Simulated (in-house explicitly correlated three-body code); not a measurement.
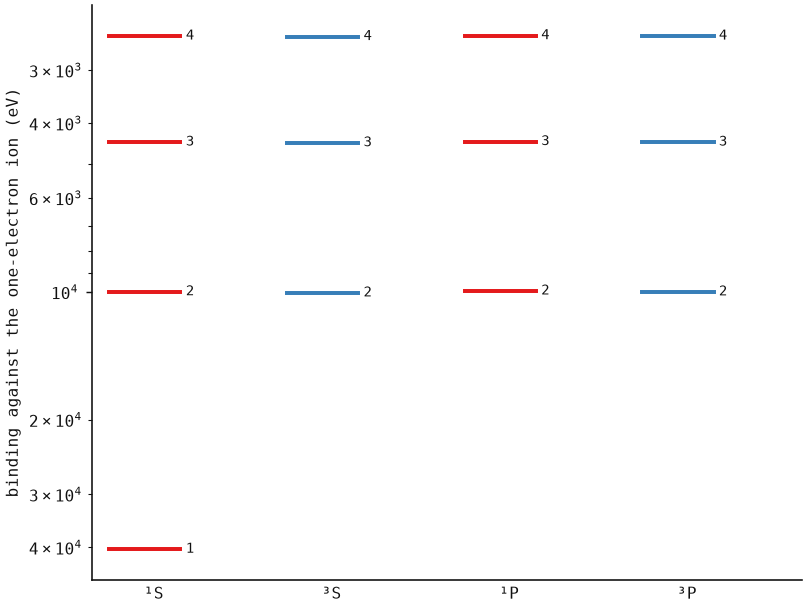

Two electrons around a point charge Z = 55.101. Computed variationally in 260 exponentially correlated functions with an in-house code, non-relativistic, converged to about 10⁻⁸ of the energy. The plot shows the bound S and P states that converged, by term and principal number n, on a logarithmic scale of binding.

### How do singlets and triplets lie?

The ground state is bound by 40.38 keV. The n = 2 states drawn run, from the deepest, 2 ³S (10.05 keV), 2 ³P (9991 eV), 2 ¹S (9983 eV), 2 ¹P (9942 eV). Exchange puts 2 ³S below 2 ¹S by 64.0 eV and 2 ³P below 2 ¹P by 48.9 eV. Quantum defects n − (Z − 1)/√(2 E(binding)): 2 ³S 0.009, 2 ³P 0.004, 2 ¹S 0.003, 2 ¹P −0.001.
